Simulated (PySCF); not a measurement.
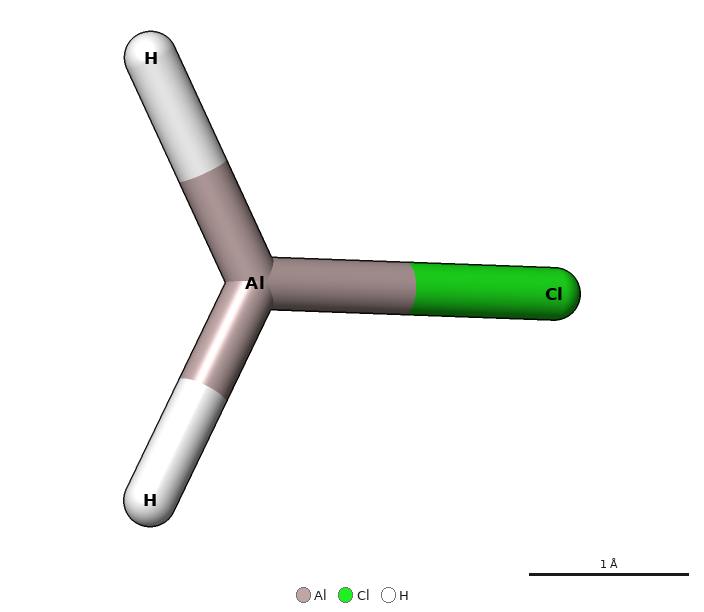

Describe the molecule.

The molecule is AlClH₂. As SMILES it reads `[AlH2][Cl]`. This geometry has C2v symmetry. All atoms lie on one plane. Coordination: 1 Al trigonal planar.

More results for the same structure follow; atom numbers are the same in all pictures, views and colours differ. Computed geometry: PBE0-D3(BJ)/def2-SVP optimisation. No frequency run is at hand to confirm it as a minimum.

Electronic properties

No frequency run is at hand to confirm it as a minimum. Properties computed with CAM-B3LYP/def2-SVPD in benzene (IEF-PCM) (PySCF 2.14.0). Excitations: vertical, linear response.

What does the calculation give?

- dipole moment: 1.64 D
- HOMO energy (Kohn–Sham orbital): −9.87 eV
- LUMO energy (Kohn–Sham orbital): −0.43 eV
- HOMO–LUMO gap: 9.44 eV
- mean static polarisability: 47.6 bohr³
- lowest vertical singlet excitation: 5.65 eV
- its oscillator strength: 0.000
- brightest of the 6 lowest singlets: 8.12 eV
- its oscillator strength: 0.21

Charges

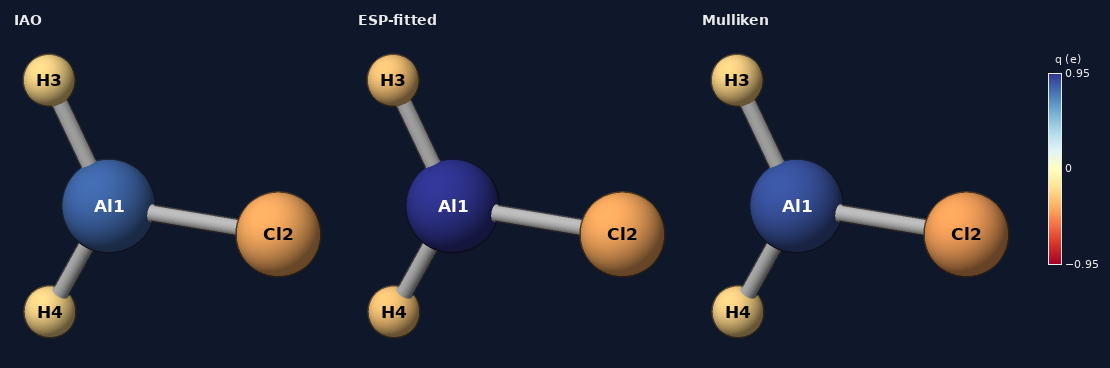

Atomic charges of one calculation by 3 schemes, on one colour scale. No frequency run is at hand to confirm it as a minimum. Computed with PBE0/pcSseg-1 in benzene (IEF-PCM) (PySCF 2.14.0).

List the charges (e), one line for each set of equivalent atoms.

```csv
atom,IAO,ESP-fitted,Mulliken
Al1,0.79,0.95,0.85
Cl2,−0.38,−0.38,−0.40
"H3, H4",−0.21,−0.28,−0.22
```

NMR shielding

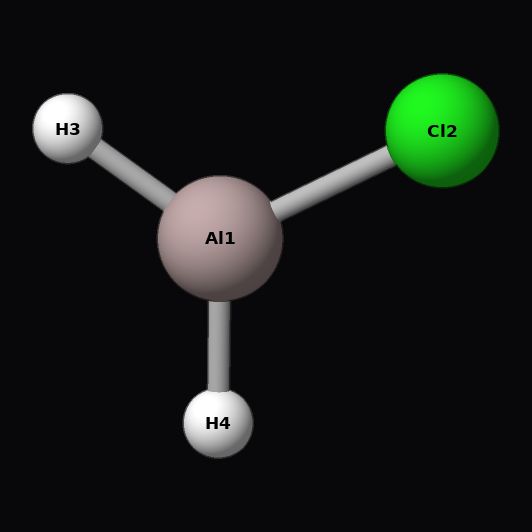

No frequency run is at hand to confirm it as a minimum. Level of theory: GIAO PBE0/pcSseg-1 NMR shielding, non-relativistic, IEF-PCM benzene (PySCF 2.14.0). Principal shieldings σ11 ≤ σ22 ≤ σ33, span Ω = σ33 − σ11, skew κ = 3(σiso − σ22)/Ω.

Give the shielding tensors of the Al atoms.

```json
{"atom": "Al1", "σ11": "270.4", "σ22": "363.2", "σ33": "390.7", "σiso": "341.4", "Ω": "120.3", "κ": "−0.54"}
```

Shieldings and span in ppm.

Bond orders

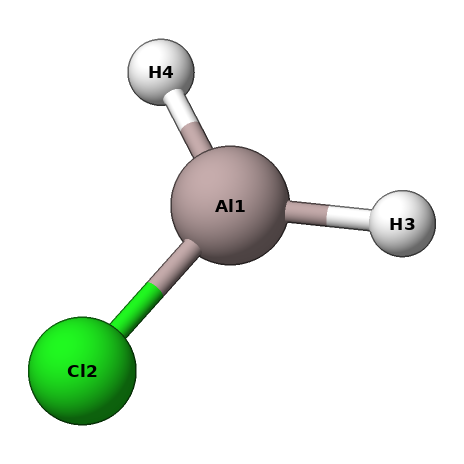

Every bond is drawn as one stick. No frequency run is at hand to confirm it as a minimum. Method: PBE0/pcSseg-1 in benzene (IEF-PCM) (PySCF 2.14.0).

List the Mayer bond orders of Al1–Cl2, Al1–H3 (one bond of each equivalent set).

```csv
bond,Mayer order,length (Å)
Al1–Cl2,0.95,2.106
Al1–H3,0.90,1.579
```

Mulliken values depend strongly on the basis set and can even reverse the polarity of a bond.
